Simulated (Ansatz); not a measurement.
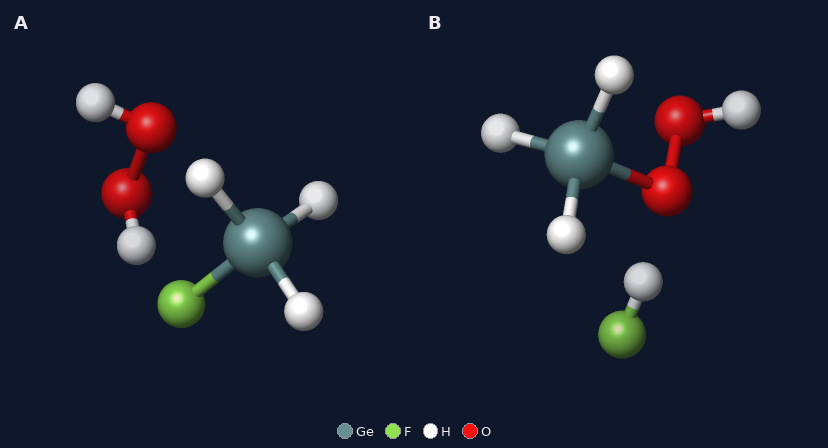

2 stationary structures of one formula. Geometries: PBE0-D4/def2-TZVP. Electronic energies: CCSD(T)/CBS (MP2 limit from def2-TZVPP and def2-QZVPP plus CCSD(T) − MP2) (Ansatz 0.2.0), without zero-point energy. Each is one conformer, not always the lowest.

Which is lowest in energy, and by how much?

Answer. A is lowest (a minimum); B lies 20.2 kJ/mol above it (a minimum).

Give E(B) − E(A) in kJ/mol at these levels too: r2SCAN0-D4/def2-TZVPP; B2PLYP (frozen core)/def2-TZVPP; RHF-CCSD(T) (frozen core)/def2-TZVPP; PBE-D4/def2-TZVPP; PBE-QIDH (frozen core)/def2-TZVPP; SPW92 (LDA)/def2-TZVPP; direct RPA on PBE orbitals (frozen core)/def2-TZVPP; BHLYP-D4/def2-TZVPP.

| level | E(B) − E(A) (kJ/mol) |
| --- | --- |
| r2SCAN0-D4/def2-TZVPP | +26.3 |
| B2PLYP (frozen core)/def2-TZVPP | +23.7 |
| RHF-CCSD(T) (frozen core)/def2-TZVPP | +22.1 |
| PBE-D4/def2-TZVPP | +19.9 |
| PBE-QIDH (frozen core)/def2-TZVPP | +22.6 |
| SPW92 (LDA)/def2-TZVPP | +14.0 |
| direct RPA on PBE orbitals (frozen core)/def2-TZVPP | +24.1 |
| BHLYP-D4/def2-TZVPP | +30.0 |
